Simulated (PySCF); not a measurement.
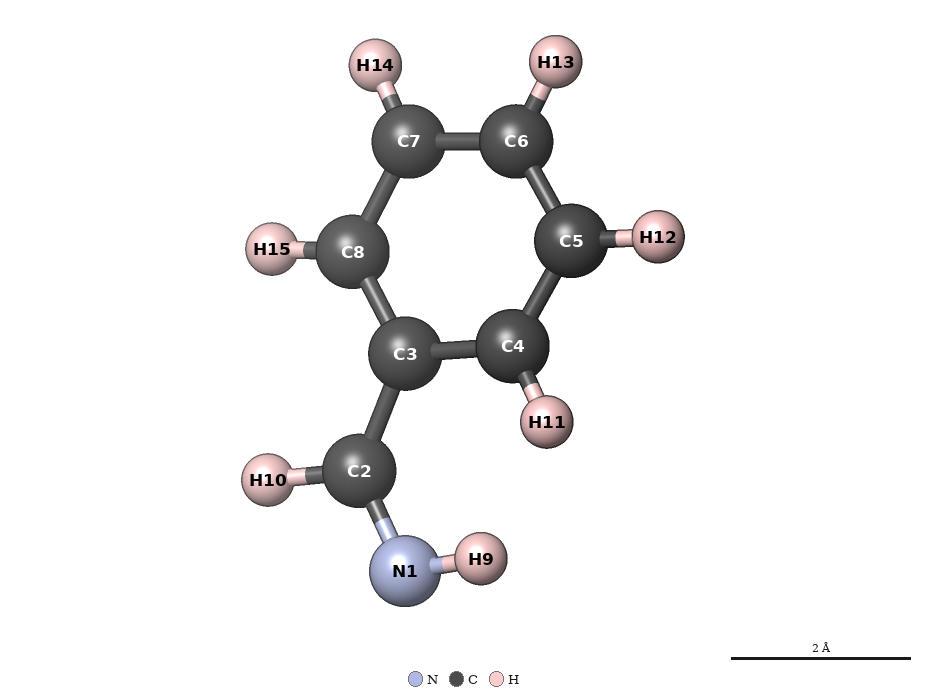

Atoms carry their numbers in the input. Geometry: a frame of a GFN2-xTB molecular-dynamics simulation, not a minimum.

Estimate the angles N1–C2–C3, N1–C2–H10, C2–N1–H9, C3–C4–C5, C3–C4–H11, C3–C8–C7, C3–C8–H15, C4–C3–C8, C4–C5–H12, C5–C4–H11, C5–C6–H13, C6–C7–H14.

```json
{"angle": "N1–C2–C3", "degrees": "127.3"}
{"angle": "N1–C2–H10", "degrees": "112.8"}
{"angle": "C2–N1–H9", "degrees": "110.2"}
{"angle": "C3–C4–C5", "degrees": "121.8"}
{"angle": "C3–C4–H11", "degrees": "120.6"}
{"angle": "C3–C8–C7", "degrees": "116.8"}
{"angle": "C3–C8–H15", "degrees": "126.3"}
{"angle": "C4–C3–C8", "degrees": "121.5"}
{"angle": "C4–C5–H12", "degrees": "121.8"}
{"angle": "C5–C4–H11", "degrees": "117.7"}
{"angle": "C5–C6–H13", "degrees": "117.7"}
{"angle": "C6–C7–H14", "degrees": "122.2"}
```
